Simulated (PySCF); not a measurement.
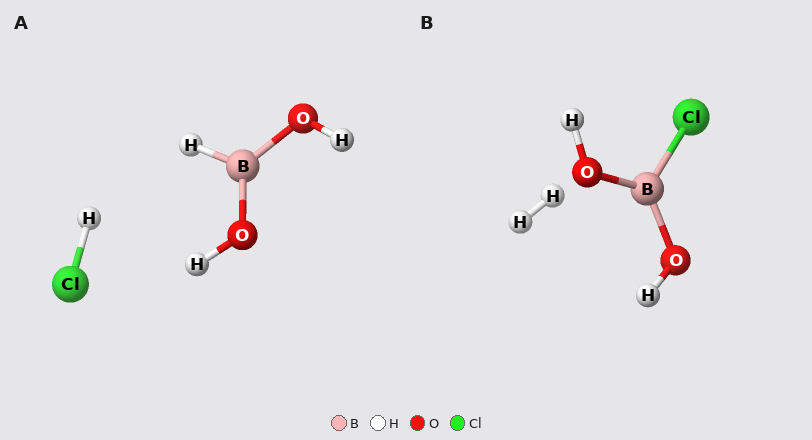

2 stationary structures of one formula. Geometries: PBE0-D4/def2-TZVP. Electronic energies: CCSD(T)/CBS (MP2 limit from def2-TZVPP and def2-QZVPP plus CCSD(T) − MP2) (PySCF 2.14.0), without zero-point energy. No frequency run is at hand to confirm each as a minimum. Each is one conformer, not always the lowest.

Which is lowest in energy, and by how much?

B is lowest (C1); A lies 0.535 eV above it.

Give E(B) − E(A) in eV at these levels too: RHF-MP2 (frozen core)/def2-QZVPP; B3LYP-D4/def2-TZVPP; ωB97M-V/def2-TZVPP; B3LYP-D4/6-31G; r2SCAN-D4/def2-TZVPP; PBE-D4/def2-SVP; SPW92 (LDA)/def2-TZVPP; CCSD(T)/CBS (MP2 limit from def2-TZVPP and def2-QZVPP plus CCSD(T) − MP2).

| level | E(B) − E(A) (eV) |
| --- | --- |
| RHF-MP2 (frozen core)/def2-QZVPP | −0.596 |
| B3LYP-D4/def2-TZVPP | −0.514 |
| ωB97M-V/def2-TZVPP | −0.546 |
| B3LYP-D4/6-31G | −0.623 |
| r2SCAN-D4/def2-TZVPP | −0.603 |
| PBE-D4/def2-SVP | −0.578 |
| SPW92 (LDA)/def2-TZVPP | −0.485 |
| CCSD(T)/CBS (MP2 limit from def2-TZVPP and def2-QZVPP plus CCSD(T) − MP2) | −0.535 |
